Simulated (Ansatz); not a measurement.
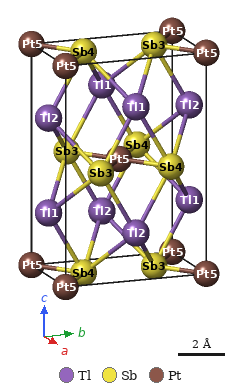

This is the input geometry for a relaxation of a crystal of Tl2Sb2Pt (built on the K2Te2Pd-71 type type). Style: ball-and-stick. Shown: the conventional cell (2 times the calculation's cell), slightly off an axis. Lengths and directions refer to the drawn axes.

Computed with Ansatz 0.2.0, DFT, r2SCAN+rVV10, plane waves, PAW.

Input
```yaml
crystal:
  lattice:
    - [-2.0814480752, 3.2799339179, 4.9658708534]
    - [2.0814480752, -3.2799339179, 4.9658708534]
    - [2.0814480752, 3.2799339179, -4.9658708534]
  atoms:
    - { symbol: Tl, position: [0.2853918828, 0.7853918828, 0.5] }
    - { symbol: Tl, position: [0.7146081172, 0.2146081172, 0.5] }
    - { symbol: Sb, position: [0.7507994445, 0.5, 0.2507994445] }
    - { symbol: Sb, position: [0.2492005555, 0.5, 0.7492005555] }
    - { symbol: Pt, position: [0.0, 0.0, 0.0] }
kpoints:
  mp_grid: { grid: [6, 6, 6] }
hamiltonian:
  xc: r2scan
  dispersion: rvv10
scf:
  occupations: { method: fermi_dirac, width: 0.03 }
relax:
  f_tol: 0.01
  cell: {}
  max_steps: 120
```

Command:
```bash
ansatz run input.yaml --threads 2 --pin off --max-ram 2211MiB --backend cpu --events-out ev --progress --plain --runs-dir out
```

Question: Where does the relaxation end?

Answer: The largest moves relative to the cell, 0.036 Å, are those of Tl1 and Tl2. Tl1 goes along +c. Largest moves by element: Tl 0.036 Å, Sb 0.035 Å. Pt stays in place. Cell: a 4.163 → 4.179 Å (+0.4 %), b 6.560 → 6.657 Å (+1.5 %), c 9.932 → 10.012 Å (+0.8 %). Volume +2.7 %. Among the contacts that change: Tl1–Sb3 3.272 → 3.318 Å, Tl1–Sb3 (another image) 3.403 → 3.426 Å. The space group stays Immm (No. 71). After 3 accepted moves (4 points after the start) the energy has fallen by 2.8 meV per atom. The largest force component goes from 0.03 to 0.0063 eV/Å. Pressure: 1.04 GPa at the start and 0.00 GPa at the end. The SCF was repeated once at an unchanged geometry on a basis and grid sized afresh for the cell, which shifted the energy by 0.1 meV per atom at most. Cost: 94 s on 2 threads of Arm Neoverse V2, with other jobs on the host, peak memory 1.3 GiB.

The structure at the end:

```
CELL_PARAMETERS angstrom
-2.08957 3.32829 5.00589
2.08957 -3.32829 5.00589
2.08957 3.32829 -5.00589
ATOMIC_POSITIONS crystal
Tl 0.28894 0.78894 0.50000
Tl 0.71106 0.21106 0.50000
Sb 0.75600 0.50000 0.25600
Sb 0.24400 0.50000 0.74400
Pt 0.00000 0.00000 0.00000
```

After the run, drawn alike:

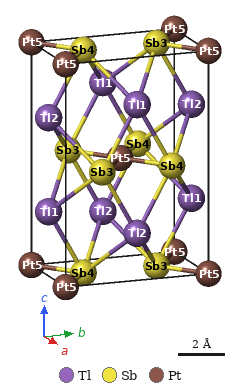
